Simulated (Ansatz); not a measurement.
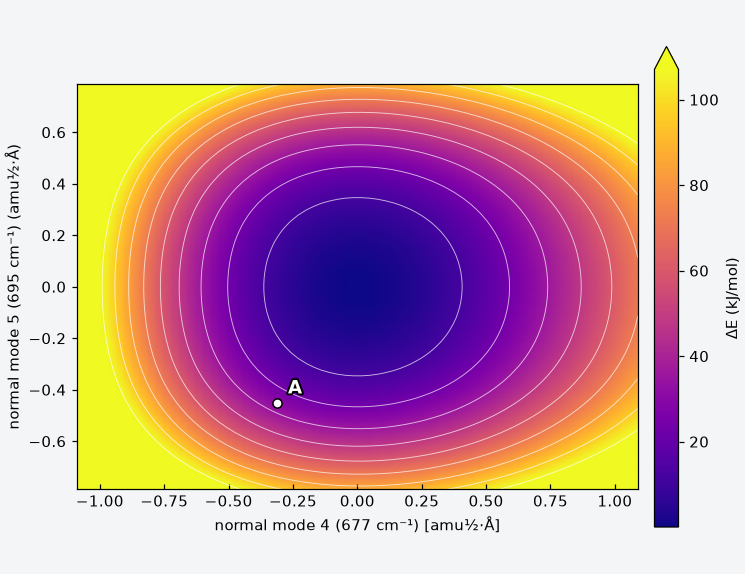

C2H4Ge, SMILES [CH]1=[CH][GeH2]1. 
- Coordinates scanned: (1) normal mode 4 (677 cm⁻¹); (2) normal mode 5 (695 cm⁻¹).
- Nothing is relaxed (straight displacements along the two mass-weighted modes).
- The grid has 15 × 15 points; 120 points were computed and 105 follow by symmetry.
- Energies are in kJ/mol, from the lowest grid point.
- Level of theory: RHF/def2-TZVP (Ansatz).

Drawn: a smooth colour map with a few white contour lines, one colour for all values above the top of the scale, the point A. Between grid points the surface is interpolated.

> Which way does the force act at A, and how strong is it?

A, at normal mode 4 (677 cm⁻¹) = −0.311 amu½·Å, normal mode 5 (695 cm⁻¹) = −0.450 amu½·Å, is not a stationary point. The computed force is 59 kJ/mol for each amu½·Å towards larger values of normal mode 4 (677 cm⁻¹) and 117 kJ/mol for each amu½·Å towards larger values of normal mode 5 (695 cm⁻¹).
